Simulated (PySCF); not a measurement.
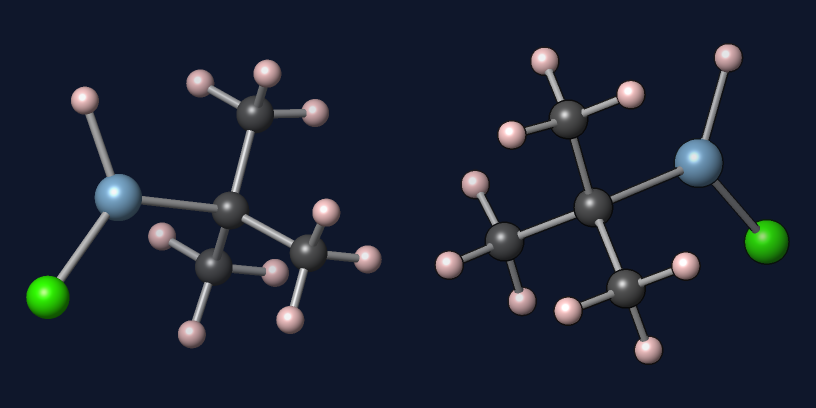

Two views of one molecule. Colours: carbon dark grey, aluminium light blue, chlorine green, hydrogen pink.

The geometry was computed by an optimisation with GFN2-xTB. No frequency run is at hand to confirm it as a minimum.

Describe the molecule.

Formula C₄H₁₀AlCl. SMILES: `C[C](C)(C)[AlH][Cl]`. This geometry has Cs symmetry. Coordination: 4 C tetrahedral; 1 Al trigonal planar.

The parts below concern this one geometry. Atoms keep their numbers from picture to picture.

### Dipole moment

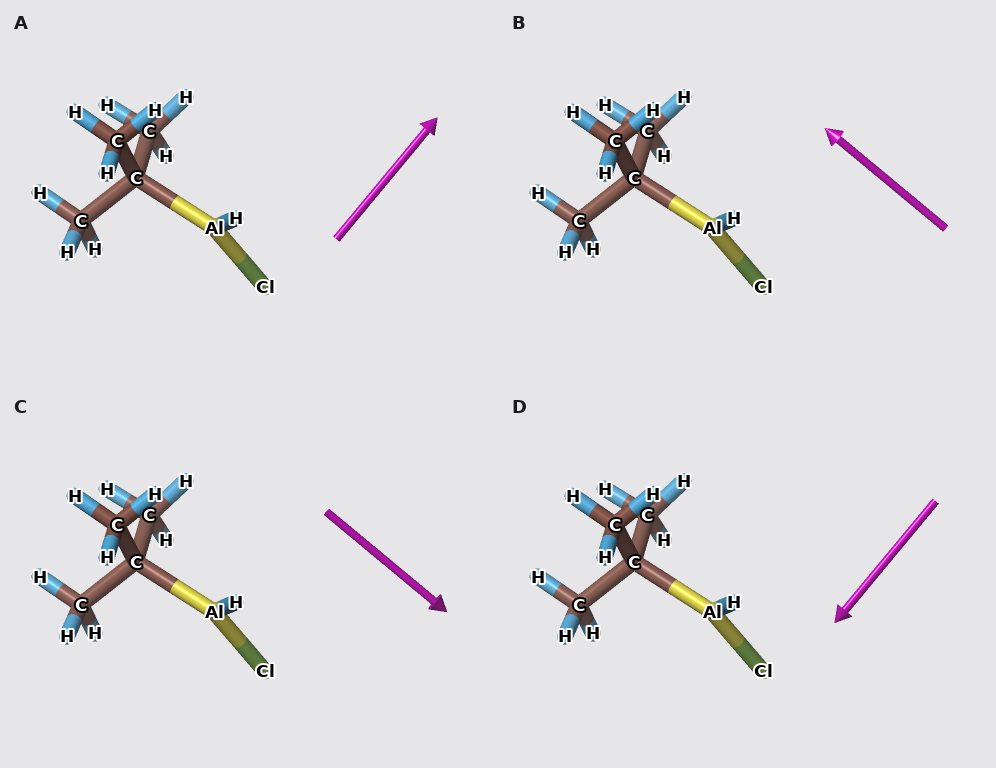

The same molecule four times, each with an arrow. No frequency run is at hand to confirm it as a minimum. Level of theory: CAM-B3LYP/def2-SVPD, gas phase (PySCF 2.14.0).

> Which arrow points along the dipole moment, from the negative to the positive end?

B. The dipole moment is 1.23 D.

### Excitation

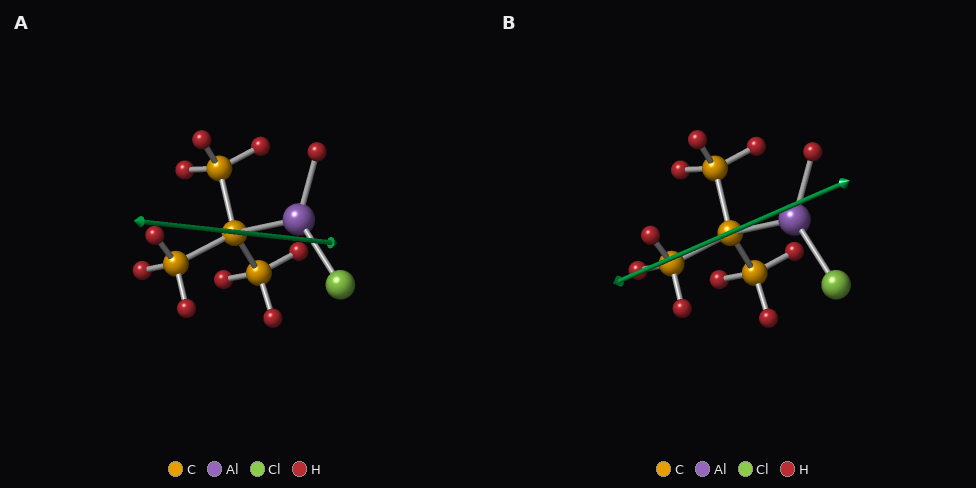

The double arrows show the directions of two transition dipoles from the ground state (lengths mean nothing). No frequency run is at hand to confirm it as a minimum. Level of theory: TDDFT CAM-B3LYP/def2-SVPD, vertical, gas phase, core orbitals frozen in the response (PySCF 2.14.0).

> One belongs to singlet state 3 and one to singlet state 4. Which is which?

A: state 3, 6.91 eV (180 nm), oscillator strength 0.020, mainly HOMO−1 → LUMO (weight 0.87).
B: state 4, 7.20 eV (172 nm), oscillator strength 0.098, mainly HOMO → LUMO+2 (weight 0.91).

### Polarisability

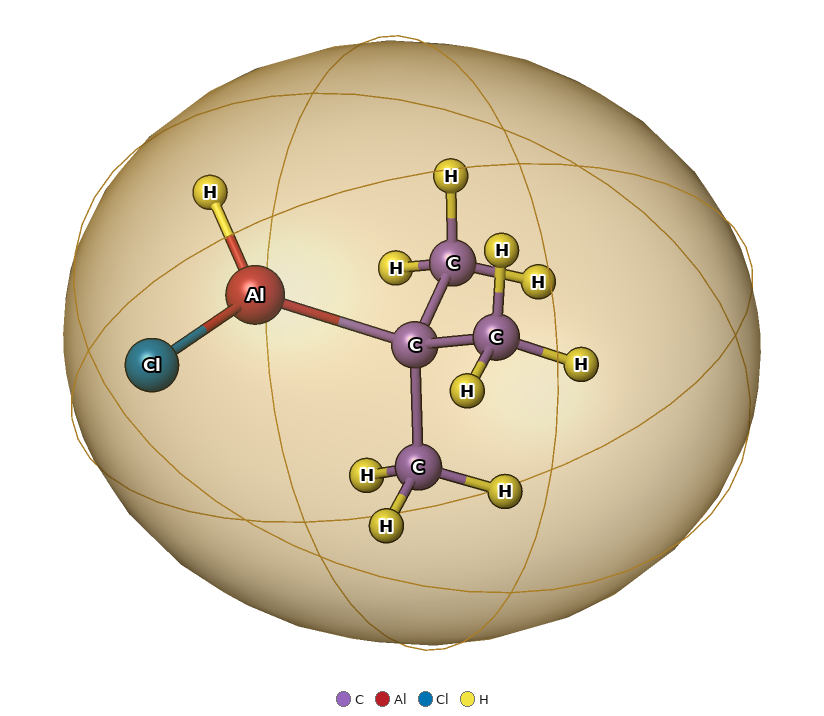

The ellipsoid shows the static dipole polarisability: its half-axes are proportional to the principal values. No frequency run is at hand to confirm it as a minimum. Computed with CAM-B3LYP/def2-SVPD (PySCF 2.14.0).

> How large and how anisotropic is the polarisability?

Principal values 78.4, 85.8, 99.9 bohr³; mean 88.1 bohr³ (13.05 Å³); anisotropy 18.9 bohr³, so the longest axis is 1.27 times the shortest.

The geometry is semi-empirical. Around Al such bond lengths and angles can be off by a tenth of an ångström or more and by several degrees, and values that hang on the shape move with them.
